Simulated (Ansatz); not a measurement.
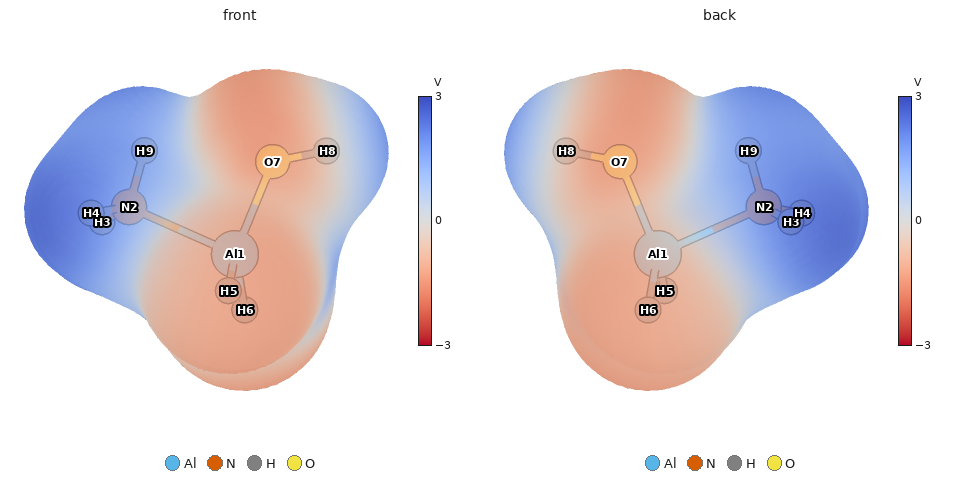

Figure 1: AlH6NO. The molecular electrostatic potential painted on the density surface at 0.002 e/bohr³, seen from the front and from behind; the colour scale runs from red (negative) to blue (positive).

The calculation used RKS PBE-D4/def2-SVP (Ansatz).

```yaml
atoms:
  - { symbol: Al, position_ang: [-0.1756, 0.4613, 0.0983] }
  - { symbol: N, position_ang: [-0.0092, 0.1018, 2.1249] }
  - { symbol: H, position_ang: [-0.7093, -0.5360, 2.5260] }
  - { symbol: H, position_ang: [0.9198, -0.1874, 2.4582] }
  - { symbol: H, position_ang: [1.3162, 0.1581, -0.4441] }
  - { symbol: H, position_ang: [-1.3848, -0.5086, -0.3565] }
  - { symbol: O, position_ang: [-0.5732, 2.1351, 0.5019] }
  - { symbol: H, position_ang: [-0.8096, 2.7970, -0.1647] }
  - { symbol: H, position_ang: [-0.2007, 1.0553, 2.4759] }
```

> Which sites attract a positive test charge, and which a negative one?

A positive charge is drawn to the negative regions and a negative charge to the positive ones. The most negative region (about −1.4 V) lies over O7, the most positive (about +2.5 V) over H3 and H4. O7 is the likeliest acceptor of a hydrogen bond.
